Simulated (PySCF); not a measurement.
**C$_{5}$H$_{11}$FSSi$_{2}$: density, localisation and related maps**

Input file:

```
{"job": {"kind": "nmr", "xc": "PBE0", "basis": "pcSseg-1"}, "charge": 0, "multiplicity": 1}
C     -3.286942     0.094382     0.376086
C     -1.964094    -0.583261     0.446952
C     -0.970821    -0.363150    -0.400863
Si    -0.531813     0.837604    -1.792079
C      1.151689     0.149732    -1.153316
S      1.920393     1.429926    -0.101708
Si     3.343468     0.301186     1.050907
C      0.417858    -0.947664    -0.370411
F      0.913141    -1.223371     0.888259
H     -4.083215    -0.643004     0.279202
H     -3.320742     0.774039    -0.472154
H     -3.468116     0.655238     1.292316
H     -1.835468    -1.291321     1.258717
H     -0.735021     2.263054    -1.593401
H     -0.878339     0.367213    -3.133821
H      1.920327    -0.227035    -1.825038
H      2.780300    -0.032733     2.347741
H      4.473617     1.214768     1.160275
H      3.681623    -0.865526     0.247120
H      0.467007    -1.899397    -0.917518
```

Run with:

```sh
OMP_NUM_THREADS=1 python probes_run.py task.json out
```

Geometry: GFN2-xTB.

The calculation used PySCF 2.14.0, PBE0/pcSseg-1, SCF density, gas phase, non-relativistic.

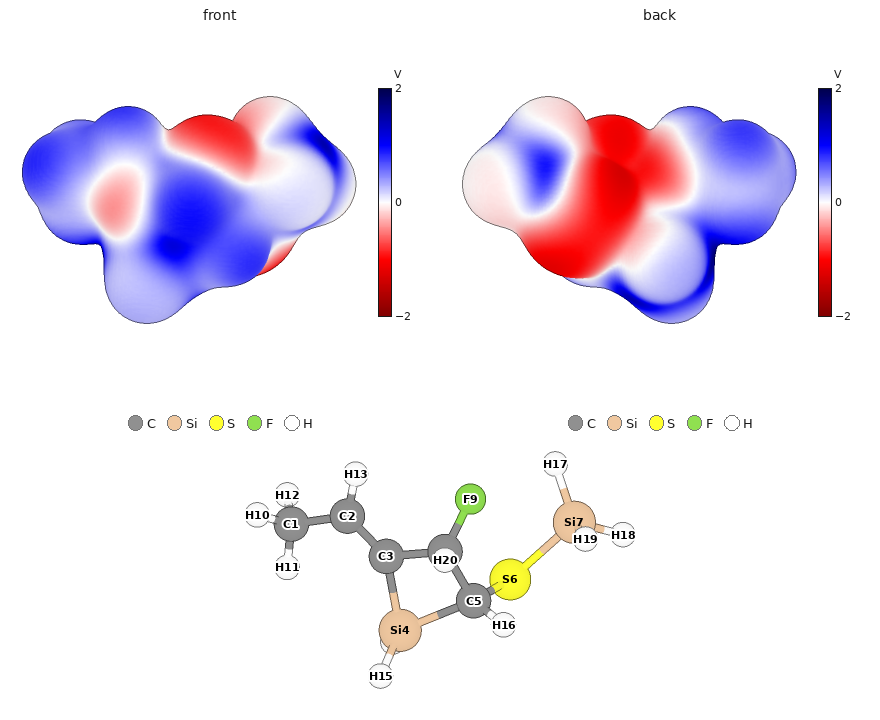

Figure 1. The molecular electrostatic potential painted on the density surface at 0.002 e/bohr³, seen from the front and from behind; red is negative and blue positive. The bare structure is drawn below in the same view.

> Where is the surface potential most negative and most positive?

The most negative region (about −1.2 V) lies over S6, the most positive (about +1.5 V) over Si4.

> What dipole moment does the calculation give?

Its dipole moment is 2.28 D.

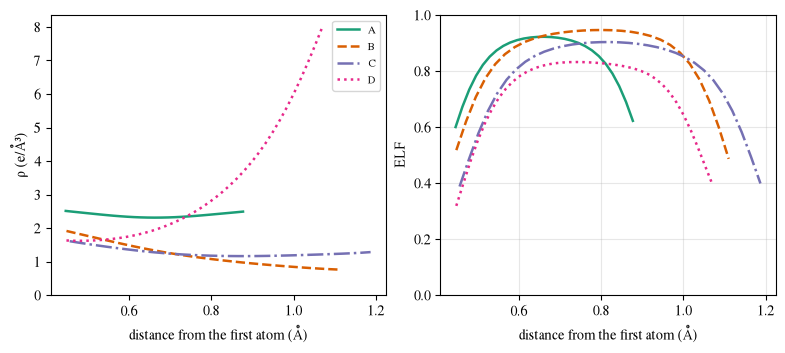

Figure 2. Total electron density and ELF along straight lines between neighbouring atoms. The curves leave out the atomic cores.

> Which curve belongs to which contact (C–C, C–F, C–S and C–Si)? The first atom named is at distance zero.

Curve A: C–C (1.32 Å): ρ at the midpoint is about 2.3 e/Å³; the ELF peaks at about 0.90 between the atoms; a multiple bond. Curve B: C–Si (1.89 Å): ρ is about 0.9 e/Å³ halfway; the ELF peaks at about 0.95 between the atoms; localised, covalent bonding. Curve C: C–S (1.83 Å): ρ is about 1.2 e/Å³ halfway; the ELF peaks at about 0.90 between the atoms; localised, covalent bonding. Curve D: C–F (1.38 Å): ρ at the midpoint is about 2.1 e/Å³, with its minimum of 1.6 e/Å³ about 0.5 Å from C; the ELF peaks at about 0.85 between the atoms; a polar covalent bond.
